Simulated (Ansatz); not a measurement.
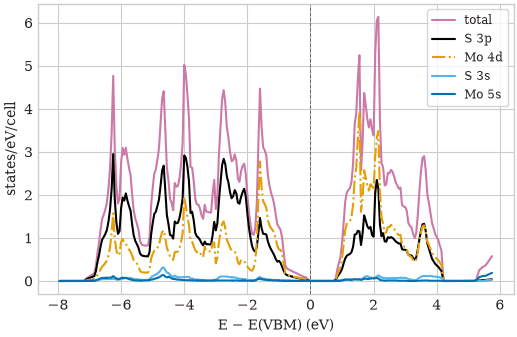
Fig. 1. Total and projected density of states of MoS2 in space group R3m (No. 160; Mo on 3a, S on 3a, S on 3a), PBE+D3(BJ) (plane waves, PAW; program Ansatz)

Question: Which orbitals carry the states next to the gap?

Answer: Top 1 eV of the valence band: Mo 4d 56 %, S 3p 39 %. Bottom 1 eV of the conduction band: Mo 4d 65 %, S 3p 30 %. Projections are on Löwdin-orthogonalised atomic valence shells; empty p or d shells of many metals are not among them.

Question: Where is the tallest occupied peak in this window, and what makes it?

Answer: Near -4.0 eV, about 5.0 states/eV per cell; the largest projected share is S 3p.

The PBE+D3(BJ) relaxation kept the symmetry of its start; of distortions, only those at the zone centre were tested. No spin polarisation was allowed. Scalar-relativistic: spin–orbit coupling is off unless named, which matters more the heavier the elements.

Potentials: the later of the program's two PAW sets.
